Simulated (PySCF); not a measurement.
# Cs9 (Cs9+): the cost of one run

Method: PBE, Cs def2-SVP with ECP46; scalar-relativistic core potentials, no spin–orbit coupling; program: PySCF 2.14.0.

3 further runs of the same task are left out: 2 for a known fault of the program, 1 that didn't finish.

### Step 1. The starting structure

9 atoms, charge 1, spin multiplicity 1.

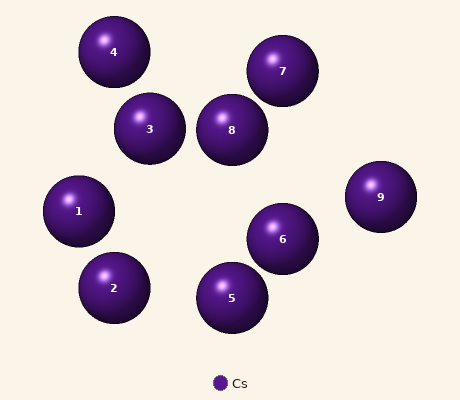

The geometry (caesium purple); atoms are numbered from 1 in the order of the file.

Geometry (Å):

```csv
atom,x (Å),y (Å),z (Å)
Cs1,3.7624,0.0000,-2.9110
Cs2,0.0000,3.7624,-2.9110
Cs3,-3.7624,0.0000,-2.9110
Cs4,0.0000,-3.7624,-2.9110
Cs5,2.6786,2.6786,1.5573
Cs6,-2.6786,2.6786,1.5573
Cs7,-2.6786,-2.6786,1.5573
Cs8,2.6786,-2.6786,1.5573
Cs9,0.0000,0.0000,5.4148
```

An earlier session relaxed this geometry at PBE, Cs def2-SVP with ECP46 (singlet, point group C4v).

Its energy there is -181.363037 Eh.

### Step 2. Multiplicity 5 at the relaxed geometry

File run.py (the lines that set the calculation):

```python
mol = gto.M(atom='''
Cs     3.76243     0.00000    -2.91099
Cs     0.00000     3.76243    -2.91099
Cs    -3.76243     0.00000    -2.91099
Cs     0.00000    -3.76243    -2.91099
Cs     2.67863     2.67863     1.55728
Cs    -2.67863     2.67863     1.55728
Cs    -2.67863    -2.67863     1.55728
Cs     2.67863    -2.67863     1.55728
Cs     0.00000     0.00000     5.41484''',
    basis={'Cs': 'def2-SVP'},
    ecp={'Cs': 'def2-SVP'},
    charge=1, spin=4)
mf = dft.UKS(mol, xc='PBE')
mf.grids.atom_grid = (50, 194)
mf = mf.density_fit()  # fitting sets: Cs def2-universal-JKFIT
mf.conv_tol = 1e-08; mf.max_cycle = 55
mf.kernel(dm0)  # dm0: free metal ions and neutral atoms
```

Command:

```bash
$ OMP_NUM_THREADS=8 python run.py
```

**Question.** How long does this run take on 8 threads of Arm Neoverse N1, shared host?

About 34 s.
